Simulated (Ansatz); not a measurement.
The starting structures come from a database of crystals and need not be the phases stable at ambient conditions.

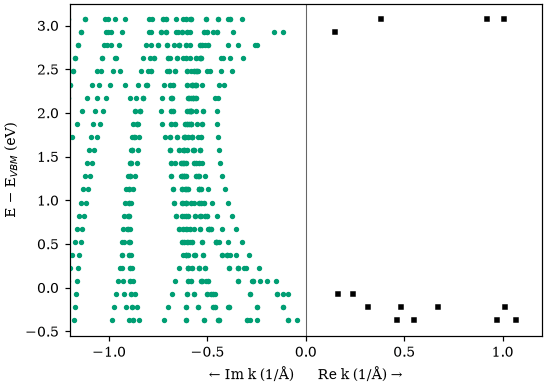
Complex bands at the centre of the two-dimensional zone; r2SCAN (Ansatz, a quantum-chemistry and plane-wave program)

No gap correction and no spin-orbit coupling; mid-gap values are interpolated between computed energies.

This is YVO$_{4}$ (I4_1/a, not sure to be the ambient phase, 12 atoms a cell, 12.3 Å³ an atom, -9 GPa at this level) along the normal of (100). Read off the slowest decay at the centre of the two-dimensional zone at 1.43 eV, the computed energy nearest the middle of the gap.

κ ≈ 0.43 1/Å, a decay length 1/(2κ) of the density of 1.2 Å.
